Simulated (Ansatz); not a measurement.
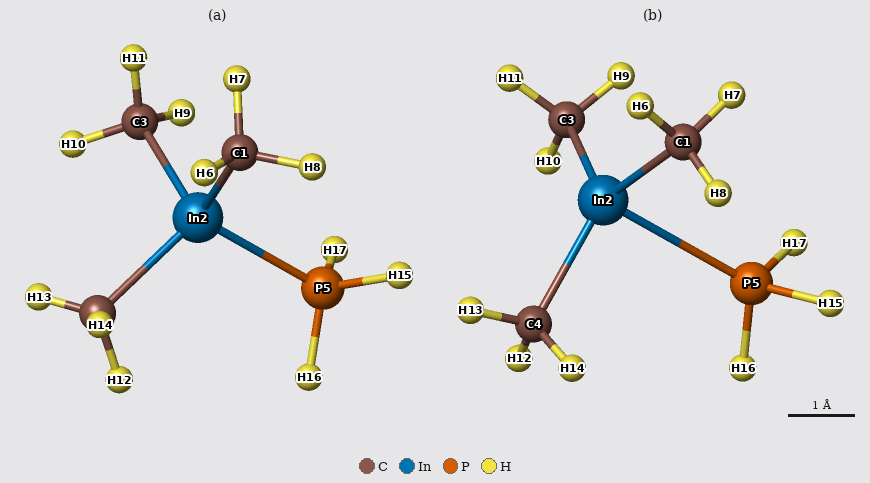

The structure of C₃H₁₂InP (coarse preliminary run) before (left) and after (right) a relaxation, at one scale.

A ball-and-stick model, seen from a free direction.

The start comes from a force field.

All numbers below come from RKS PBE-D4/def2-SVP (Ansatz).

Input
```yaml
crystal:
  periodic: [false, false, false]
  atoms:
    - {symbol: C, position_ang: [-0.570100, 0.962400, -1.870300]}
    - {symbol: In, position_ang: [0.042100, -0.028800, -0.070200]}
    - {symbol: C, position_ang: [2.048400, 0.610500, 0.416500]}
    - {symbol: C, position_ang: [0.090800, -2.178500, -0.411500]}
    - {symbol: P, position_ang: [-1.475800, 0.529200, 1.788700]}
    - {symbol: H, position_ang: [-0.719200, 0.290000, -2.709800]}
    - {symbol: H, position_ang: [0.153900, 1.782300, -2.156200]}
    - {symbol: H, position_ang: [-1.560900, 1.506400, -1.699000]}
    - {symbol: H, position_ang: [2.065200, 1.223200, 1.407200]}
    - {symbol: H, position_ang: [2.723500, -0.284100, 0.598600]}
    - {symbol: H, position_ang: [2.477900, 1.227200, -0.375100]}
    - {symbol: H, position_ang: [-0.541300, -2.672600, 0.418900]}
    - {symbol: H, position_ang: [1.007400, -2.549500, -0.425700]}
    - {symbol: H, position_ang: [-0.486600, -2.391100, -1.368600]}
    - {symbol: H, position_ang: [-2.497700, 1.373000, 1.343300]}
    - {symbol: H, position_ang: [-2.040200, -0.612300, 2.333000]}
    - {symbol: H, position_ang: [-0.736400, 1.212300, 2.820300]}
basis:
  gaussian: {orbitals: def2-SVP}
hamiltonian: {xc: pbe, dispersion: d4}
relax: {f_tol: 0.03, max_steps: 200}
```

Launched with:
```bash
ansatz run in.yaml --threads 4 --pin off --events-out ev --progress --plain --max-ram 11315MiB
```

**What changed between the two?**

Over 22 accepted moves (24 points after the start) the energy falls by 137.2 kJ/mol. Largest force component: 6.9 eV/Å at the start, 0.0044 eV/Å at the end. The line search rejected the trial steps at points 14, 16 of the run. The forces were under the threshold at step 10, but the run went on from there. The largest moves after the best rigid fit, 1.03 Å, are those of H6 and H11. By element the largest moves are H 1.03 Å, In 0.59 Å, C 0.22 Å, P 0.13 Å. Some distances before and after: In2–P5 2.464 → 2.923 Å, C4–H13 0.989 → 1.110 Å, C1–In2 2.144 → 2.202 Å, C3–H9 1.165 → 1.108 Å. Bond angles that change, for instance: C1–In2–P5 110.7° → 94.4°, C3–In2–P5 109.6° → 94.4°, H15–P5–H16 109.0° → 95.8°. Groups turn about In2–P5 by about 20°.
